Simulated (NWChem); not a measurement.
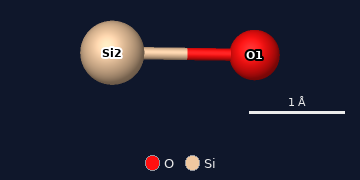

Fig. 1: The structure (ball-and-stick view, seen on its broad side; atoms are numbered from 1 in the order of the input). Bond lengths as drawn: O–Si 1.51 Å.

## SiO (charge +1): single-point calculation

The run: single-point calculation of SiO, charge +1, multiplicity 2. Method and program: wB97X/def2-TZVPPD, UKS (NWChem 7.3.0).

The geometry is that of the parent species in another charge or spin state. The geometry comes from this level: PBE0-D4/def2-TZVP.

Input
```
start struct
title "OSi"
memory stack 880 mb heap 220 mb global 1100 mb
charge 1

geometry units angstroms noautosym nocenter noautoz
O     -0.640700     0.231500    -0.324000
Si     0.640700    -0.231500     0.324000
end

basis "ao basis" spherical bse
* library def2-TZVPPD
end

dft
xc wb97x
mult 2
grid xfine
convergence energy 1e-08
iterations 100
mulliken
noprint "final vectors analysis"
end

task dft energy
```

Launched with:
```bash
nwchem struct.nw > struct.out
```

What the program printed
```
Northwest Computational Chemistry Package (NWChem) 7.3.0
             --------------------------------------------------------

           Job information
           ---------------

    nwchem branch   = 7.3.0
    use scalapack   = T
    input           = struct.nw
    prefix          = struct.
    data base       = ./struct.db
    status          = startup
    nproc           =        1

           Memory information
           ------------------

    heap     =     28835838 doubles =      220.0 Mbytes
    stack    =    115343355 doubles =      880.0 Mbytes
    global   =    144179200 doubles =     1100.0 Mbytes (distinct from heap & stack)
    total    =    288358393 doubles =     2200.0 Mbytes
    verify   = yes
    hardfail = no

           Directory information
           ---------------------

  0 permanent = .
  0 scratch   = .

                                NWChem Input Module
                                -------------------

                                        OSi
                                        ---

 Scaling coordinates for geometry "geometry" by  1.889725989
 (inverse scale =  0.529177249)

                             Geometry "geometry" -> ""
                             -------------------------

 Output coordinates in angstroms (scale by  1.889725989 to convert to a.u.)

  No.       Tag          Charge          X              Y              Z
 ---- ---------------- ---------- -------------- -------------- --------------
    1 O                    8.0000    -0.64070000     0.23150000    -0.32400000
    2 Si                  14.0000     0.64070000    -0.23150000     0.32400000

      Atomic Mass
      -----------

      O                 15.994910
      Si                27.976930

 Effective nuclear repulsion energy (a.u.)      39.2833351966

            Nuclear Dipole moment (a.u.)
            ----------------------------
        X                 Y               Z
 ---------------- ---------------- ----------------
     7.2644846453    -2.6248293981     3.6736273218

            XYZ format geometry
            -------------------
     2
 geometry
 O                    -0.64070000     0.23150000    -0.32400000
 Si                    0.64070000    -0.23150000     0.32400000

 ==============================================================================
                                internuclear distances
 ------------------------------------------------------------------------------
       center one      |      center two      | atomic units |  angstroms
 ------------------------------------------------------------------------------
    2 Si               |   1 O                |     2.85108  |     1.50873
 ------------------------------------------------------------------------------
                         number of included internuclear distances:          1
 ==============================================================================

 Summary of "ao basis" -> "" (spherical)
 ------------------------------------------------------------------------------
       Tag                 Description            Shells   Functions and Types
 ---------------- ------------------------------  ------  ---------------------
 *                        def2-TZVPPD                 on all atoms

                                 NWChem DFT Module
                                 -----------------

                                        OSi

                      Basis "ao basis" -> "ao basis" (spherical)
                      -----
  [basis functions not shown]

 Summary of "ao basis" -> "ao basis" (spherical)
 ------------------------------------------------------------------------------
       Tag                 Description            Shells   Functions and Types
 ---------------- ------------------------------  ------  ---------------------
 O                        def2-TZVPPD               14       40   6s4p3d1f
 Si                       def2-TZVPPD               16       48   6s5p4d1f

 Summary of "ao basis" -> "ao basis" (spherical)
 ------------------------------------------------------------------------------
       Tag                 Description            Shells   Functions and Types
 ---------------- ------------------------------  ------  ---------------------
 O                        def2-TZVPPD               14       40   6s4p3d1f
 Si                       def2-TZVPPD               16       48   6s5p4d1f

  int_init: cando_txs set to always be  F
  Caching 1-el integrals
  itol2e modified to match energy
  convergence criterion.
  tol_rho modified to match energy
  convergence criterion.

            General Information
            -------------------
          SCF calculation type: DFT
          Wavefunction type:  spin polarized.
          No. of atoms     :     2
          No. of electrons :    21
           Alpha electrons :    11
            Beta electrons :    10
          Charge           :     1
          Spin multiplicity:     2
          Use of symmetry is: off; symmetry adaption is: off
          Maximum number of iterations: 100
          This is a Direct SCF calculation.
          AO basis - number of functions:    88
                     number of shells:    30
          Convergence on energy requested:  1.00D-08
          Convergence on density requested:  1.00D-05
          Convergence on gradient requested:  5.00D-04

              XC Information
              --------------
                       wb97x  Method XC Functional
                     Hartree-Fock (Exact) Exchange  1.000
                         wb97x Exchange Functional  1.000
                      wb97x Correlation Functional  1.000

           Range-Separation Parameters
           ---------------------------
           Alpha           :  0.16
           Beta            :  0.84
           Gamma           :  0.30
           Short-Range HF  :     F

             Grid Information
             ----------------
          Grid used for XC integration:  xfine
          Radial quadrature: Mura-Knowles
          Angular quadrature: Lebedev.
          Tag              B.-S. Rad. Rad. Pts. Rad. Cut. Ang. Pts.
          ---              ---------- --------- --------- ---------
          O                   0.60      100          11.0      1454
          Si                  1.10      125          11.0      1454
          Grid pruning is: on
          Number of quadrature shells:   225
          Spatial weights used:  Erf1

          Convergence Information
          -----------------------
          Convergence aids based upon iterative change in
          total energy or number of iterations.
          Levelshifting, if invoked, occurs when the
          HOMO/LUMO gap drops below (HL_TOL):  1.00D-02
          DIIS, if invoked, will attempt to extrapolate
          using up to (NFOCK): 10 stored Fock matrices.

                    Damping( 0%)  Levelshifting(0.5)       DIIS
                  --------------- ------------------- ---------------
          dE  on:    start            ASAP                start
          dE off:    2 iters        100 iters           100 iters

      Screening Tolerance Information
      -------------------------------
          Density screening/tol_rho:  1.00D-11
          AO Gaussian exp screening on grid/accAOfunc:  18
          CD Gaussian exp screening on grid/accCDfunc:  20
          XC Gaussian exp screening on grid/accXCfunc:  20
          Schwarz screening/accCoul:  1.00D-09

      Superposition of Atomic Density Guess
      -------------------------------------

 Sum of atomic energies:        -363.61985646

 Renormalizing density from      22.00 to     21

      Non-variational initial energy
      ------------------------------

 Total energy =    -353.104388
 1-e energy   =    -555.059916
 2-e energy   =     162.672193
 HOMO         =      -0.772395
 LUMO         =      -0.396702

   Time after variat. SCF:      0.6

     ---------------------------------------------
      Total Density - Mulliken Population Analysis
     ---------------------------------------------

    Atom       Charge   Shell Charges
 -----------   ------   -------------------------------------------------------
    1 O    8     8.69   0.80  1.17  0.69  1.00  0.15 -0.08  2.32  2.21  0.44 -0.02  0.00  0.02 -0.01  0.00
    2 Si  14    12.31   2.00  0.64  1.35  1.11  0.49  0.01  4.27  1.60  0.30  0.31  0.04  0.00  0.10  0.04 -0.00  0.04

     --------------------------------------------
      Spin Density - Mulliken Population Analysis
     --------------------------------------------

    Atom       Charge   Shell Charges
 -----------   ------   -------------------------------------------------------
    1 O    8     0.11   0.00 -0.00  0.00  0.00 -0.02 -0.03  0.11  0.08 -0.02 -0.01  0.00 -0.00 -0.01  0.00
    2 Si  14     0.89   0.00  0.01 -0.02  0.48  0.30  0.01  0.01 -0.00  0.05  0.04  0.00  0.00  0.01 -0.00 -0.00  0.00
   Time prior to 1st pass:      0.6

 Grid_pts file          = ./struct.gridpts.0
 Record size in doubles =  12289        No. of grid_pts per rec  =   3070
 Max. records in memory =    119        Max. recs in file   = *********

 Grid integrated density:      20.999998814574
 Requested integration accuracy:   0.10E-07

           Memory utilization after 1st SCF pass:
           Heap Space remaining (MW):        0.00                  80
          Stack Space remaining (MW):      115.34           115342516

   convergence    iter        energy       DeltaE   RMS-Dens  Diis-err    time
 ---------------- ----- ----------------- --------- --------- ---------  ------
 d= 0,ls=0.0,diis     1   -363.9086458452 -4.03D+02  1.31D-02  1.32D+00     6.8
                                                     1.47D-02  1.36D+00
 Grid integrated density:      20.999999484233
 Requested integration accuracy:   0.10E-07
 d= 0,ls=0.0,diis     2   -362.0330342837  1.88D+00  1.00D-02  4.88D+00    13.1
                                                     1.13D-02  4.17D+00
 Grid integrated density:      20.999998770063
 Requested integration accuracy:   0.10E-07
 d= 0,ls=0.0,diis     3   -364.2376046556 -2.20D+00  1.76D-03  1.79D-01    19.7
                                                     3.49D-03  1.89D-01
 Grid integrated density:      20.999998830262
 Requested integration accuracy:   0.10E-07
 d= 0,ls=0.0,diis     4   -364.3062511376 -6.86D-02  7.29D-04  4.49D-03    26.0
                                                     2.07D-03  4.13D-03
 Grid integrated density:      20.999998837411
 Requested integration accuracy:   0.10E-07
 d= 0,ls=0.0,diis     5   -364.3088551054 -2.60D-03  2.93D-04  1.77D-03    32.1
                                                     6.81D-04  9.93D-04
  Resetting Diis
 d= 0,ls=0.0,diis     6   -364.3100616958 -1.21D-03  2.95D-04  6.45D-04    38.5
                                                     5.33D-04  2.62D-04
 d= 0,ls=0.0,diis     7   -364.3108340433 -7.72D-04  1.53D-04  1.33D-04    44.8
                                                     1.41D-04  4.58D-05
 d= 0,ls=0.0,diis     8   -364.3109906379 -1.57D-04  3.20D-05  3.97D-05    51.2
                                                     1.26D-04  1.56D-04
 d= 0,ls=0.0,diis     9   -364.3110701443 -7.95D-05  2.84D-04  5.58D-05    57.6
                                                     4.84D-04  2.06D-05
 d= 0,ls=0.0,diis    10   -364.3112782195 -2.08D-04  6.44D-05  5.17D-06    64.0
                                                     9.53D-05  1.84D-06
 d= 0,ls=0.0,diis    11   -364.3112859288 -7.71D-06  4.70D-06  1.87D-07    72.0
                                                     1.33D-05  1.33D-07
 d= 0,ls=0.0,diis    12   -364.3112860243 -9.55D-08  1.21D-06  3.72D-09    80.9
                                                     7.90D-07  4.67D-09
 d= 0,ls=0.0,diis    13   -364.3112860306 -6.30D-09  6.36D-07  5.19D-10    88.9
                                                     7.73D-07  5.47D-10

         Total DFT energy =     -364.311286030597
      One electron energy =     -575.580449465573
           Coulomb energy =      201.110355853788
    Exchange-Corr. energy =      -29.124527615434
 Nuclear repulsion energy =       39.283335196622

 Numeric. integr. density =       20.999999986983

     Total iterative time =     88.3s

     ---------------------------------------------
      Total Density - Mulliken Population Analysis
     ---------------------------------------------

    Atom       Charge   Shell Charges
 -----------   ------   -------------------------------------------------------
    1 O    8     7.99   0.80  1.17  0.63  0.96  0.24 -0.05  1.80  1.79  0.63 -0.01  0.00  0.02  0.01  0.00
    2 Si  14    13.01   2.00  0.58  1.38  1.26  0.52 -0.01  4.11  1.70  0.46  0.69  0.07  0.01  0.12  0.08 -0.00  0.04

     --------------------------------------------
      Spin Density - Mulliken Population Analysis
     --------------------------------------------

    Atom       Charge   Shell Charges
 -----------   ------   -------------------------------------------------------
    1 O    8     0.63  -0.00 -0.00  0.01  0.01  0.02  0.03  0.29  0.25  0.01  0.01  0.00  0.00  0.00  0.00
    2 Si  14     0.37   0.00  0.00 -0.00  0.08 -0.00 -0.00  0.02 -0.01  0.07  0.20  0.01  0.00  0.00 -0.00  0.00  0.00

     -------------------------------------------
      Total Density - Lowdin Population Analysis
     -------------------------------------------

    Atom       Charge   Shell Charges
 -----------   ------   -------------------------------------------------------
    1 O    8     8.25   0.88  1.09  0.58  0.62  0.30  0.12  1.67  1.74  0.90  0.19  0.00  0.03  0.14  0.00
    2 Si  14    12.75   2.00  0.86  1.10  0.63  0.35  0.11  3.82  1.87  0.57  0.64  0.21  0.00  0.15  0.23  0.04  0.17

     ------------------------------------------
      Spin Density - Lowdin Population Analysis
     ------------------------------------------

    Atom       Charge   Shell Charges
 -----------   ------   -------------------------------------------------------
    1 O    8     0.56   0.00  0.00  0.00  0.00  0.01  0.02  0.28  0.22 -0.01  0.01  0.00 -0.00  0.02  0.00
    2 Si  14     0.44   0.00  0.00  0.00  0.06  0.07  0.03  0.02 -0.00  0.09  0.14  0.01  0.00  0.01 -0.01  0.00  0.00

   alpha - beta orbital overlaps
   -----------------------------

   alpha      1      2      3      4      5      6      7      8      9     10
    beta      1      2      3      4      5      6      7      8     10      9
 overlap   1.000  1.000  1.000  0.999  0.999  1.000  0.999  0.968  0.802  0.802

   alpha     11     12     13     14     15     16     17     18     19     20
    beta     11     13     12     14     15     16     17     18     19     20
 overlap   0.969  0.914  0.914  0.993  0.992  0.996  0.996  0.959  0.959  0.992

   alpha     21     22     23     24     25     26     27     28     29     30
    beta     21     22     23     24     25     26     29     27     28     30
 overlap   0.837  0.837  0.985  0.993  0.992  0.992  0.993  0.998  0.998  0.992

   alpha     31     32     33     34     35     36     37     38     39     40
    beta     31     32     33     34     35     36     37     38     39     40
 overlap   0.992  0.999  1.000  1.000  0.999  0.999  0.992  0.994  0.999  0.999

   alpha     41     42     43     44     45     46     47     48     49     50
    beta     41     42     43     44     45     46     47     48     50     49
 overlap   0.999  0.998  0.998  0.998  0.996  0.996  0.992  0.992  0.993  0.993

   alpha     51     52     53     54     55     56     57     58     59     60
    beta     51     52     53     54     55     56     57     59     58     60
 overlap   0.997  0.998  0.998  0.999  0.999  0.999  0.999  0.998  0.998  1.000

   alpha     61     62     63     64     65     66     67     68     69     70
    beta     61     62     63     64     65     66     67     68     69     70
 overlap   1.000  1.000  1.000  1.000  1.000  1.000  1.000  1.000  0.991  0.991

   alpha     71     72     73     74     75     76     77     78     79     80
    beta     71     72     73     74     75     76     77     78     79     80
 overlap   1.000  0.986  0.986  1.000  1.000  0.997  0.997  1.000  0.996  0.996

   alpha     81     82     83     84     85     86     87     88
    beta     81     82     83     84     85     86     87     88
 overlap   0.990  0.990  1.000  1.000  1.000  1.000  1.000  1.000

     --------------------------
     Expectation value of S2:
     --------------------------
      <S2> =      0.7639 (Exact =     0.7500)

 center of mass
 --------------
 x =   0.32992024 y =  -0.11920795 z =   0.16683964

 moments of inertia (a.u.)
 ------------------
          23.050540534188          21.561084426667         -30.176204553953
          21.561084426667          74.932526057417          10.903373426315
         -30.176204553953          10.903373426315          67.463040758981

     Multipole analysis of the density
     ---------------------------------

     L   x y z        total         alpha         beta         nuclear
     -   - - -        -----         -----         ----         -------
     0   0 0 0      1.000000    -11.000000    -10.000000     22.000000

     1   1 0 0      1.811831     -2.900517     -2.552137      7.264485
     1   0 1 0     -0.654657      1.048025      0.922147     -2.624829
     1   0 0 1      0.916237     -1.466782     -1.290608      3.673627

     2   2 0 0     -7.478000    -22.184687    -17.543319     32.250006
     2   1 1 0     -0.729211      6.179366      4.744109    -11.652687
     2   1 0 1      1.020581     -8.648443     -6.639704     16.308728
     2   0 2 0     -9.232686     -7.315408     -6.127668      4.210390
     2   0 1 1     -0.368760      3.124886      2.399081     -5.892727
     2   0 0 2     -8.980062     -9.456148     -7.771187      8.247273

 Task  times  cpu:       88.9s     wall:       88.9s
 Total times  cpu:       88.9s     wall:       88.9s
```

Key numbers

| quantity | value |
| --- | --- |
| outcome | converged |
| total energy | −364.311286 hartree |
| basis functions | 88 |
| ⟨S²⟩ | 0.764 |
| hardware | 1 thread of Intel Xeon @ 2.50GHz (Skylake/Cascade Lake), 16 GiB of memory available, shared host |
| wall time | 90 s |
| peak memory | 0.11 GiB |
